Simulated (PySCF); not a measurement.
**InB: bond curves at several levels of theory**

One job finds the state of InB, follows it along the bond with each method and fits the curves.

Method: In aug-cc-pVDZ-PP with ECP28, B aug-cc-pVDZ, scalar-relativistic core potentials; program: PySCF 2.14.0.

### 1 Set-up

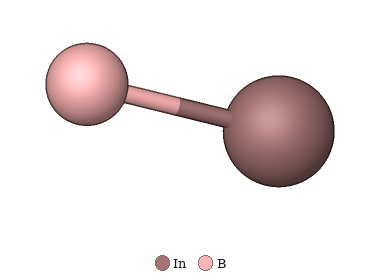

The two atoms at the starting distance (indium brown, boron pink).

A driver script around PySCF takes these settings:

```yaml
atoms: In, B
charge: 0
basis: In aug-cc-pVDZ-PP with ECP28, B aug-cc-pVDZ
Hamiltonian: scalar-relativistic core potentials
basis_functions: 55
electrons_treated: 26
masses_in_u: 114.9039, 11.0093
levels: PBE0, PBE, r²SCAN, M06-2X, revPBE, M06, HF, MP2, SCS-MP2, CCSD, CCSD(T)
grid: 80 radial by 434 angular points
occupations: held fixed by the projection of orbital angular momentum
dissociation_limit: In + B, each in its ground configuration
starting_distance_in_angstrom: 2.205
values_of_2S_to_try: 0, 2
```

Started as:

```
$ OMP_NUM_THREADS=1 python dia.py task.json out
```

After this run come: The PBE0 curve of the state that the search chose; Other states along the same grid; PBE (GGA); r²SCAN (meta-GGA); M06-2X; revPBE; M06 (hybrid meta-GGA); UHF (mean field); MP2 and coupled cluster.

Q: Predict the outcome of this session. Wanted: for each run, Re; ωe; De; μ.

**Answer**, as computed:

Lowest PBE0 solution found, without spin–orbit coupling: ³Π (triplet), unpaired electrons σ ↑, π ↑. State 2 has its PBE0 minimum 0.09 eV higher. State 3 has its PBE0 minimum 0.17 eV higher, as a spin-mixed determinant (⟨S²⟩ = 1.02), so this is no gap between pure states. State 4 has its PBE0 minimum 0.30 eV higher, as a spin-mixed determinant (⟨S²⟩ = 1.01), so this is no gap between pure states. The other levels ran on the lowest alone.

| level | Re (Å) | ωe (cm⁻¹) | De (eV) | μ (D) |
| --- | --- | --- | --- | --- |
| UHF | 2.451 | 383 | 0.94 | -1.89 |
| UHF-MP2 | 2.437 | 394 | 1.42 | n/a |
| UHF-SCS-MP2 | 2.443 | 392 | 1.26 | n/a |
| UHF-CCSD | 2.456 | 371 | 1.32 | n/a |
| UHF-CCSD(T) | 2.458 | 368 | 1.41 | n/a |
| PBE | 2.463 | 350 | 1.91 | -1.88 |
| revPBE | 2.485 | 339 | 1.76 | -1.96 |
| r²SCAN | 2.437 | 371 | 1.87 | -1.68 |
| PBE0 | 2.435 | 374 | 1.76 | -1.91 |
| M06 | 2.467 | 361 | 1.78 | -2.13 |
| M06-2X | 2.457 | 371 | 1.53 | -2.20 |

De is counted to In + B in their ground configurations. A positive dipole means In(−)B(+).

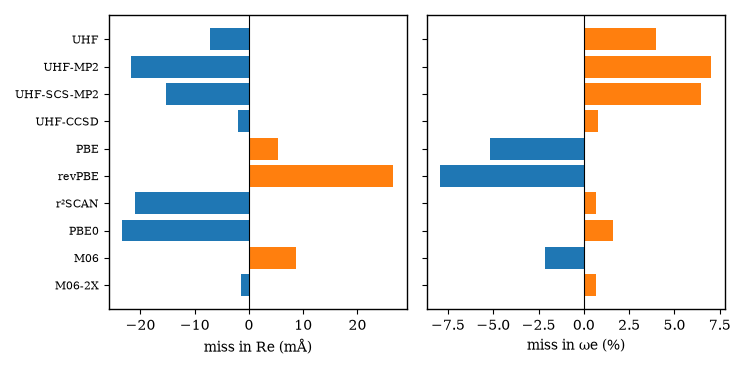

How far each level lies from CCSD(T) in the same basis.

What this shows: Judged by CCSD(T) in the same basis: best bond length M06-2X (-1 mÅ), worst revPBE (+27 mÅ); best wavenumber M06-2X (+0.6 %), worst revPBE (-7.9 %). Hartree–Fock falls on the short and stiff side, its usual fault. PBE has the long and soft bond that GGAs tend to give. CCSD(T) in a basis this small is itself some way from its limit, more so than the functionals. Of the levels with a De here, UHF gives the least (0.94 eV) and PBE the most (1.91 eV).

Correlated steps freeze 5 core orbitals. Spin–orbit coupling is left out, which matters for elements this heavy, above all for dissociation energies.
